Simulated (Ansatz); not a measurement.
# Electron scattering at the Σ3 (112) boundary in bcc W, part 3 of 3

How much does the Σ3 (112) boundary in bcc W reflect electrons?

Ansatz 0.2.0; Ansatz plane-wave DFT, PBE, PAW files; relaxation of a bicrystal slab with its lowest layers held; PAW set soft_1 (the session's first sound run).

So far. Step 3 (Transmission across the boundary): Over the solved energies the transmission per spin lies between 0.785 and 0.805, out of 1.46 channels of the lead on average (up to 1.51). Step 4 (Specific resistance): Averaged over the energies near the Fermi level, 54.5 % of the channels pass, which makes 0.906 fΩ m².

## Step 5: Single-crystal slab for reference

This step: Ansatz plane-wave DFT, PBE, PAW files; relaxation of a single-crystal slab with its lowest layers held; PAW set soft_1 (Ansatz 0.2.0).

System of this step: W slab, plane (1, 1, 2). The cell holds 15 atoms: 15 W. Cell: a = 2.741 Å, b = 4.476 Å, c = 29.088 Å, α = 90.0°, β = 90.0°, γ = 90.0°. It derives from W. Vacuum lies along c.

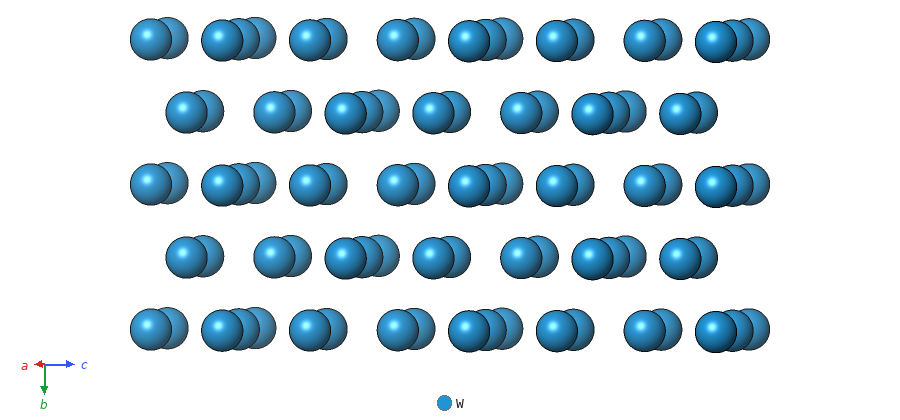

The cell of this step (tungsten blue). 2×2×1 cells are drawn. Some periodic images of atoms are drawn too.

Contents of input.yaml:

```yaml
crystal:
  lattice:
    - [2.7407971979, 0.0, 0.0]
    - [0.0, 4.4757030822, 0.0]
    - [0.0, 0.0, 29.0883386558]
  atoms:
    - { symbol: W, position: [0.3333333332, 0.0, 0.171890188] }
    - { symbol: W, position: [0.6666666665, 0.5, 0.2163074442] }
    - { symbol: W, position: [0.9999999999, 0.0, 0.2607247003] }
    - { symbol: W, position: [0.3333333332, 0.5, 0.3051419565] }
    - { symbol: W, position: [0.6666666665, 0.0, 0.3495592127] }
    - { symbol: W, position: [0.9999999999, 0.5, 0.3939764689] }
    - { symbol: W, position: [0.3333333332, 0.0, 0.438393725] }
    - { symbol: W, position: [0.6666666666, 0.5, 0.4828109812] }
    - { symbol: W, position: [0.9999999999, 0.0, 0.5272282374] }
    - { symbol: W, position: [0.3333333333, 0.5, 0.5716454935] }
    - { symbol: W, position: [0.6666666666, 0.0, 0.6160627497] }
    - { symbol: W, position: [1.0, 0.5, 0.6604800059] }
    - { symbol: W, position: [0.3333333333, 0.0, 0.7048972621] }
    - { symbol: W, position: [0.6666666667, 0.5, 0.7493145182] }
    - { symbol: W, position: [0.0, 0.0, 0.7937317744] }
kpoints:
  mp_grid: { grid: [9, 5, 1] }
hamiltonian:
  xc: pbe
  pseudopotentials: { kind: paw, azcp: { folder: soft_1 } }
scf:
  occupations: { method: fermi_dirac, width: 0.1 }
relax:
  f_tol: 0.03
  max_steps: 80
  constraints: [{ sites: [0, 1, 2] }]
```

On the command line:

```bash
$ ansatz run input.yaml --threads 8 --pin off --max-ram 15360MiB --backend cpu --events-out ev --progress --plain --runs-dir out
```

Numbers of over 12 decimals in the logs are rounded to 6 here.

Output:

```text
Warning: crystal.symmetry: narrowed to the stabiliser of the relax constraints — unitary ops 4 → 2; lowered at sites 0, 1, 2, 12, 13, 14 (the operations that carried what is held of a site onto what its image site leaves free; the constrained walk keeps no symmetry that its constraints do not admit)
[...]
Crystal: 15 atoms, lattice volume = 356.826 Å³
Basis set: ecut = 420 eV, 7043 PW (Γ), exchange–correlation on 40×60×400 points (8 copies of the dense FFT grid, shifted against one another)
Bands: 126, of which v1, the nominal top of the filled ones, is band 105 counted from 1 (104 counted from 0)
Symmetry: 2 space group operations
k-points: 15 of 45 (time reversal used)
[...]
SCF iter   1: F=—  HF=-155789.252649 eV  |F-HF|=—  |Δ(HF+E_count)|=         —  Δρ=5.72e-2  dr2=1.16e2  ethr=3.10e-3  ⟨swp⟩=8.7  Hψ=8786  notcnv=0
[...]
SCF iter   9: F=-155783.318571 eV  HF=-155783.318570 eV  |F-HF|=2.65e-7  |Δ(HF+E_count)|=   5.73e-7  Δρ=1.84e-5  dr2=2.03e-6  ethr=1.07e-8  ⟨swp⟩=5.1  Hψ=6005  notcnv=0
SCF 1 converged in 9 iterations: F = -155783.318571 eV  dr2 = 2.03e-6
[...]
relax step   1: F+E_penalty+E_count = -155783.31857076 eV  Δ(F+E_penalty+E_count) = +0.000e0 eV  max|allowed force component| = 1.732e0 eV/Å  Δτ_max = 0.0000 Å  (9 SCF iters, dr2 threshold 2.25e-5 eV, accepted)
[...]
SCF iter   6: F=-155783.392148 eV  HF=-155783.392150 eV  |F-HF|=2.32e-6  |Δ(HF+E_count)|=   3.54e-5  Δρ=4.08e-5  dr2=1.28e-5  ethr=4.01e-8  ⟨swp⟩=4.9  Hψ=5938  notcnv=0
SCF 2 converged in 6 iterations: F = -155783.392148 eV  dr2 = 1.28e-5
[...]
relax step   2: F+E_penalty+E_count = -155783.39214753 eV  Δ(F+E_penalty+E_count) = -7.358e-2 eV  max|allowed force component| = 1.801e0 eV/Å  Δτ_max = 0.1939 Å  (6 SCF iters, dr2 threshold 1.00e-4 eV, accepted)
[...]
SCF iter   1: F=—  HF=-155783.588974 eV  |F-HF|=—  |Δ(HF+E_count)|=         —  Δρ=1.18e-2  dr2=1.21e0  ethr=5.31e-4  ⟨swp⟩=1.5  Hψ=6560  notcnv=0  defer=2
eigensolver tolerance schedule calibrated: the retry pair's looser diagonalisation under-reported the residual by θ = 0.08 (0.10/decade); ethr = c·dr2/N_el runs at the constant in force after the calibration composes with the one it found (an armed cap, an earlier calibration), c = 9.7e-2
[...]
SCF iter   2: F=—  HF=-155783.564626 eV  |F-HF|=—  |Δ(HF+E_count)|=   2.43e-2  Δρ=4.87e-3  dr2=3.58e-1  ethr=5.31e-4  ⟨swp⟩=2.9  Hψ=3598  notcnv=0  defer=2
[...]
SCF iter   6: F=-155783.520719 eV  HF=-155783.520726 eV  |F-HF|=7.14e-6  |Δ(HF+E_count)|=   5.76e-6  Δρ=4.22e-5  dr2=1.66e-5  ethr=4.61e-8  ⟨swp⟩=3.0  Hψ=7309  notcnv=0
SCF 3 converged in 6 iterations: F = -155783.520719 eV  dr2 = 1.66e-5
[...]
relax step   3: F+E_penalty+E_count = -155783.52071882 eV  Δ(F+E_penalty+E_count) = -1.286e-1 eV  max|allowed force component| = 2.451e-1 eV/Å  Δτ_max = 0.1868 Å  (6 SCF iters, dr2 threshold 1.00e-4 eV, accepted)
[...]
relax step   4: F+E_penalty+E_count = -155783.52204372 eV  Δ(F+E_penalty+E_count) = -1.325e-3 eV  max|allowed force component| = 1.442e-1 eV/Å  Δτ_max = 0.0456 Å  (5 SCF iters, dr2 threshold 3.75e-6 eV, accepted)
[...]
relax step   5: F+E_penalty+E_count = -155783.52353162 eV  Δ(F+E_penalty+E_count) = -1.488e-3 eV  max|allowed force component| = 1.170e-1 eV/Å  Δτ_max = 0.0331 Å  (5 SCF iters, dr2 threshold 1.30e-6 eV, accepted)
[...]
relax step   6: F+E_penalty+E_count = -155783.52483817 eV  Δ(F+E_penalty+E_count) = -1.307e-3 eV  max|allowed force component| = 1.247e-2 eV/Å  Δτ_max = 0.0178 Å  (4 SCF iters, dr2 threshold 4.74e-6 eV, accepted)
[...]
SCF iter   4: F=-155783.524840 eV  HF=-155783.524840 eV  |F-HF|=7.89e-9  |Δ(HF+E_count)|=   5.22e-8  Δρ=1.83e-6  dr2=2.24e-8  ethr=4.76e-11  ⟨swp⟩=5.7  Hψ=6396  notcnv=0
SCF 7 converged in 4 iterations: F = -155783.524840 eV  dr2 = 2.24e-8
relax step   7: F+E_penalty+E_count = -155783.52483962 eV  Δ(F+E_penalty+E_count) = -1.443e-6 eV  max|allowed force component| = 1.284e-2 eV/Å  Δτ_max = 0.0000 Å  (4 SCF iters, accepted)
SCF converged after 4 iterations
Free energy (F): -155783.524840 eV
[...]
Internal energy: -155783.251399 eV  (E = F + TS)
E sigma→0 (E₀):  -155783.388119 eV
Entropy (-TS):   -0.273441 eV (-18.229 meV/atom)
Fermi energy:    13.546992 eV
[...]
--- Forces (eV/Å), atoms counted from 1 ---
  atom   1  W     -0.26556193    -0.00000000     1.76801392
  atom   2  W     -0.10119620     0.00000000    -1.19154872
  atom   3  W      0.36929181     0.00000000    -0.57583289
  atom   4  W     -0.00097584    -0.00000000    -0.00609972
  atom   5  W      0.00110581     0.00000000    -0.00026779
  atom   6  W     -0.00456197    -0.00000000    -0.00117839
  atom   7  W      0.00049491     0.00000000     0.00286363
  atom   8  W      0.00345210    -0.00000000    -0.00140534
  atom   9  W      0.00255021    -0.00000000     0.00733125
  atom  10  W     -0.00423562    -0.00000000     0.00134641
  atom  11  W      0.00697955    -0.00000000     0.00387748
  atom  12  W     -0.00702154    -0.00000000     0.00344959
  atom  13  W     -0.00179883     0.00000000     0.00194586
  atom  14  W     -0.00498640     0.00000000     0.00028042
  atom  15  W      0.00646277    -0.00000000    -0.01283804
  max |Σ_I F_I| component: 6.23e-5 eV/Å
--- Relaxed structure (7 steps of the walk, 7 accepted, 0 SCFs on fresh bases) ---
  F+E_penalty+E_count = -155783.52483962 eV   max|allowed force component| = 1.284e-2 eV/Å
  atoms:
    - { symbol: W, position: [0.333333, 0.0, 0.171890188] }
    - { symbol: W, position: [0.666667, 0.500000, 0.2163074442] }
    - { symbol: W, position: [1.000000, 0.0, 0.2607247003] }
    - { symbol: W, position: [0.330433, 0.500000, 0.305312] }
    - { symbol: W, position: [0.662303, -8.96350152579869e-19, 0.350801] }
    - { symbol: W, position: [0.993096, 0.500000, 0.395332] }
    - { symbol: W, position: [0.328360, -1.308694250448713e-18, 0.440207] }
    - { symbol: W, position: [0.660756, 0.500000, 0.485229] }
    - { symbol: W, position: [0.992173, -2.0590089973332813e-18, 0.530082] }
    - { symbol: W, position: [0.329460, 0.500000, 0.575066] }
    - { symbol: W, position: [0.659352, -2.3657791254279294e-18, 0.619341] }
    - { symbol: W, position: [0.990192, 0.500000, 0.665229] }
    - { symbol: W, position: [0.319636, -3.5013770353440926e-18, 0.709750] }
    - { symbol: W, position: [0.667912, 0.500000, 0.755339] }
    - { symbol: W, position: [0.023529, 0, 0.793651] }
```

It took 98 s on 8 threads of Intel Xeon at 2.50GHz (Skylake/Cascade Lake), shared host; peak memory 1.9 GiB; 10 min of CPU time.

Step by step:

```
step  energy less that of the first step (eV)  largest force component (eV/Å)
   1                                   0.0000                          1.7325
   2                                  -0.0736                          1.8014
   3                                  -0.2021                          0.2451
   4                                  -0.2035                          0.1442
   5                                  -0.2050                          0.1170
   6                                  -0.2063                          0.0125
   7                                  -0.2063                          0.0128
```

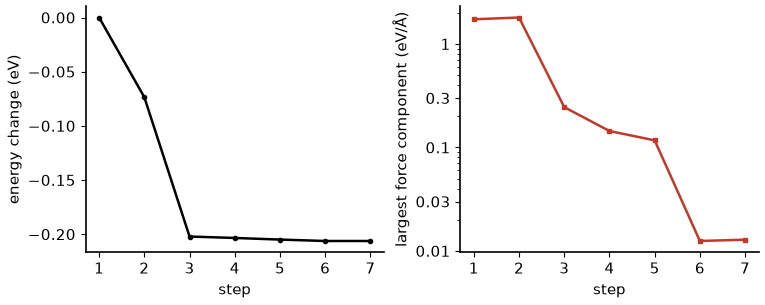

Energy and largest force along the relaxation.

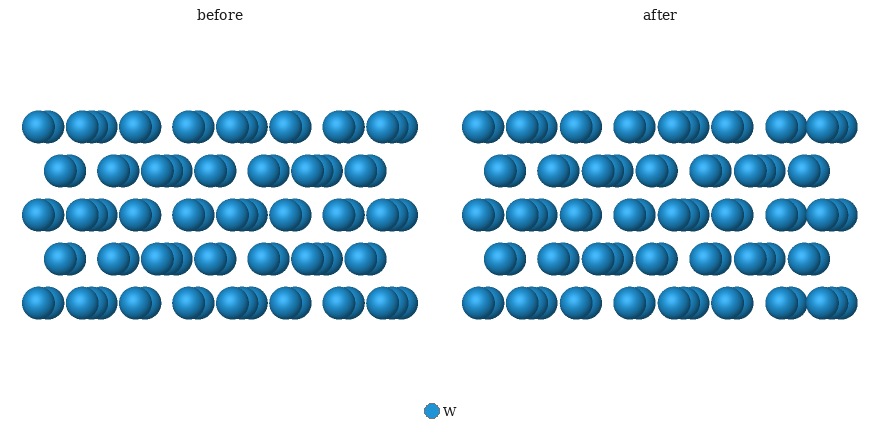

The structure before and after the relaxation, drawn at the same scale.

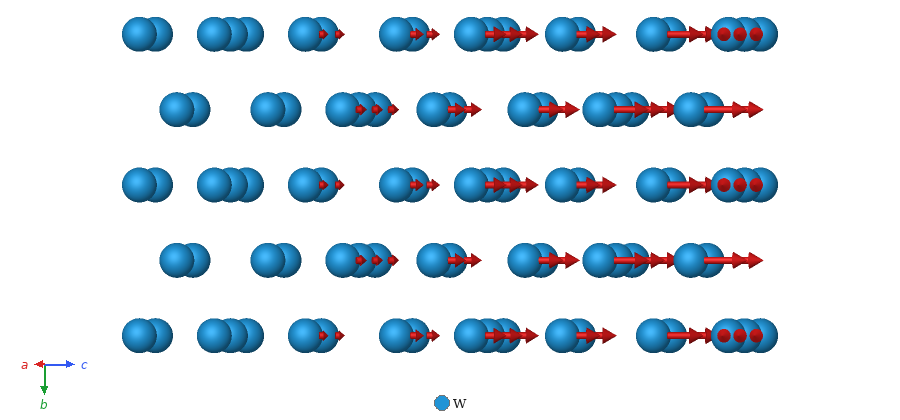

Displacements in the relaxation, exaggerated; the longest in the cell stands for 0.18 Å. 2×2×1 cells are drawn. Some periodic images of atoms are drawn too.

The atoms that moved most (Å):

```
atom      dx     dy      dz  length
 W14   0.003  0.000   0.175   0.175
 W13  -0.038  0.000   0.141   0.146
 W12  -0.027  0.000   0.138   0.141
 W10  -0.011  0.000   0.100   0.100
 W11  -0.020  0.000   0.095   0.097
  W9  -0.021  0.000   0.083   0.086
  W8  -0.016  0.000   0.070   0.072
 W15   0.064  0.000  -0.002   0.065
```

Final coordinates:

```cif
data_structure
_symmetry_space_group_name_H-M 'P 1'
_symmetry_Int_Tables_number 1
_cell_length_a 2.7408
_cell_length_b 4.4757
_cell_length_c 29.0883
_cell_angle_alpha 90.000
_cell_angle_beta 90.000
_cell_angle_gamma 90.000
_cell_volume 356.83
loop_
_atom_site_label
_atom_site_type_symbol
_atom_site_fract_x
_atom_site_fract_y
_atom_site_fract_z
_atom_site_occupancy
W1 W 0.33333 0.00000 0.17189 1
W2 W 0.66667 0.50000 0.21631 1
W3 W 0.00000 0.00000 0.26072 1
W4 W 0.33043 0.50000 0.30531 1
W5 W 0.66230 0.00000 0.35080 1
W6 W 0.99310 0.50000 0.39533 1
W7 W 0.32836 0.00000 0.44021 1
W8 W 0.66076 0.50000 0.48523 1
W9 W 0.99217 0.00000 0.53008 1
W10 W 0.32946 0.50000 0.57507 1
W11 W 0.65935 0.00000 0.61934 1
W12 W 0.99019 0.50000 0.66523 1
W13 W 0.31964 0.00000 0.70975 1
W14 W 0.66791 0.50000 0.75534 1
W15 W 0.02353 0.00000 0.79365 1
```

This step gave:

| Property | Result |
| --- | --- |
| free energy | -155783.5248 eV |
| energy at zero smearing | -155783.3881 eV |
| Fermi energy | 13.55 eV |

The largest force component on a free atom ends at 0.013 eV/Å, under the tolerance of 0.03, after 7 steps.

## Step 6: Bulk reference

This step: Ansatz plane-wave DFT, PBE, PAW files; bulk reference; PAW set soft_1 (Ansatz 0.2.0).

System of this step: W. It takes space group Im-3m (No. 229, cubic). Conventional cell: a = 3.165 Å, b = 3.165 Å, c = 3.165 Å, α = 90.00°, β = 90.00°, γ = 90.00°. Nearest to W lie 8 W at 2.74 Å.

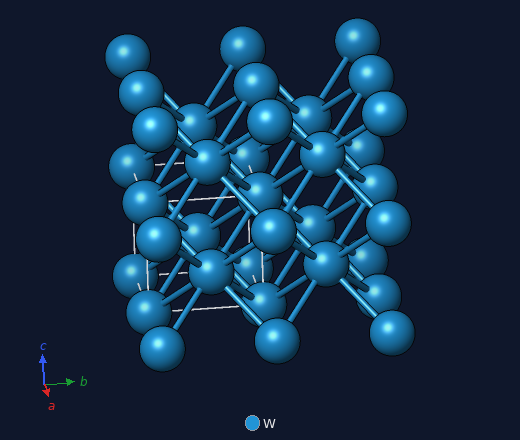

The cell of this step (tungsten blue). 2×2×2 conventional cells are drawn. Some periodic images of atoms are drawn too.

input.yaml, the sections that differ from step 5:

```yaml
crystal:
  lattice:
    - [-1.5824, 1.5824, 1.5824]
    - [1.5824, -1.5824, 1.5824]
    - [1.5824, 1.5824, -1.5824]
  atoms:
    - { symbol: W, position: [0.0, 0.0, 0.0] }
kpoints:
  mp_grid: { grid: [19, 19, 19] }
# hamiltonian, scf: as in step 5
# relax: removed
```

Output:

```text
[...]
Crystal: 1 atoms, lattice volume = 15.849 Å³
Basis set: ecut = 420 eV, 321 PW (Γ)
Bands: 11, of which v1, the nominal top of the filled ones, is band 7 counted from 1 (6 counted from 0)
Symmetry: 48 space group operations
[...]
k-points: 220 of 6859
[...]
SCF iter   1: F=—  HF=-10386.114845 eV  |F-HF|=—  |Δ(HF+E_count)|=         —  Δρ=6.30e-2  dr2=5.37e-1  ethr=3.10e-3  ⟨swp⟩=5.0  Hψ=12597  notcnv=0
[...]
SCF iter   6: F=-10385.924644 eV  HF=-10385.924644 eV  |F-HF|=9.20e-10  |Δ(HF+E_count)|=   1.49e-8  Δρ=3.40e-6  dr2=1.25e-9  ethr=6.35e-10  ⟨swp⟩=1.0  Hψ=6462  notcnv=0
SCF 1 converged in 6 iterations: F = -10385.924644 eV  dr2 = 1.25e-9
[...]
SCF converged after 6 iterations
Free energy (F): -10385.924644 eV
[...]
Internal energy: -10385.910479 eV  (E = F + TS)
E sigma→0 (E₀):  -10385.917561 eV
Entropy (-TS):   -0.014165 eV (-14.165 meV/atom)
Fermi energy:    22.404939 eV
[...]
```

The job ended after 1.3 s (8 threads; peak memory 0.32 GiB).

This step gave:

```
free energy             : -10385.9246 eV
energy at zero smearing : -10385.9176 eV
Fermi energy            : 22.40 eV
```

## Step 7: Boundary energy

This step: Ansatz plane-wave DFT, PBE, PAW files; bicrystal less single-crystal slab less bulk atoms, a boundary area; PAW set soft_1 (Ansatz 0.2.0).

This step gave:

```
excess energy of the cell : 0.5414 eV
boundary energy           : 0.7071 J/m²
```

The boundary costs 0.71 J/m².

By hand: 0.541 eV / 12.27 Å² × 16.02 = 0.707 J/m².

## Step 8: Outcome

* specific resistance of the boundary: 0.906 fΩ m²
* share of channels that pass: 0.545
* boundary energy: 0.707 J/m²

**Reading.** The boundary has a specific resistance of 0.91 fΩ m² and an energy of 0.71 J/m². The boundary reflects 45 % of the channels; 0.91 fΩ m² is 9.1×10⁻¹² Ω·cm². That equals the resistance of 17 nm of bulk W at 300 K (measured 5.44 µΩ cm, CRC Handbook of Chemistry and Physics, 84th ed., 2003, Electrical Resistivity of Pure Metals). One starting structure was relaxed; another shift or atom count at the boundary may lie lower. Spin-orbit coupling is left out, which matters for W.

[Logs are printed without paths, hosts, clocks, repeated set-up lines and the standing remarks that a program may print on its own settings, such as how far it seeks lower states.]

[Hosts, paths, dates, database ids (printed as entryN), source tags and the programs' standing remarks are cut or masked in the printed files.]
